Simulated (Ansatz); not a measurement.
```yaml
atoms:
  - { symbol: F, position_ang: [-1.2643, 0.1218, 2.2070] }
  - { symbol: Si, position_ang: [0.1481, 0.1452, 1.4749] }
  - { symbol: Cl, position_ang: [1.2613, 1.5411, 2.4634] }
  - { symbol: N, position_ang: [0.0302, 0.5816, -0.1586] }
  - { symbol: Si, position_ang: [-0.1704, -0.4686, -1.5266] }
  - { symbol: H, position_ang: [0.7323, -1.1965, 1.6182] }
  - { symbol: H, position_ang: [0.0199, 1.5751, -0.3476] }
  - { symbol: H, position_ang: [-1.4796, -0.2517, -2.1951] }
  - { symbol: H, position_ang: [0.9046, -0.2436, -2.5271] }
  - { symbol: H, position_ang: [-0.0992, -1.8557, -1.0056] }
```

Geometry: PBE0-D4/def2-TZVP.

All numbers below come from RKS PBE0-D4/def2-TZVPP (Ansatz).

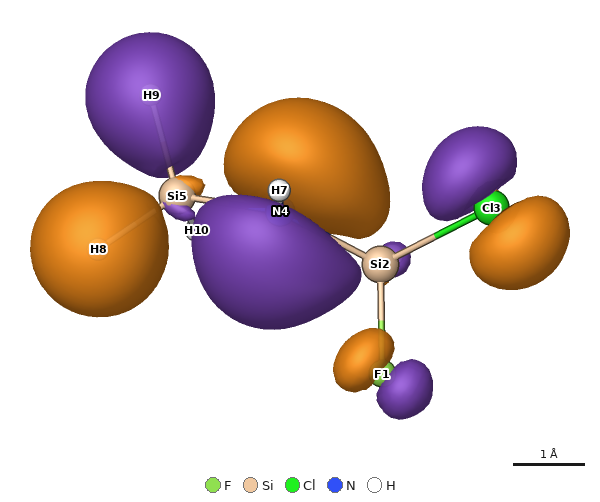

ClFH5NSi2 (SMILES F[SiH](Cl)N[SiH3]). The HOMO at ±0.08 Å⁻³ᐟ² (orange and purple are the two phases), seen at an oblique angle.

Where does this orbital lie, and at what energy?

By Hirshfeld shares it lies mainly on N4 (about 50 %), Si5 (about 15 %), H8 (about 10 %), H9 (about 10 %) and Cl3 (about 5 %). Its energy is −8.28 eV.
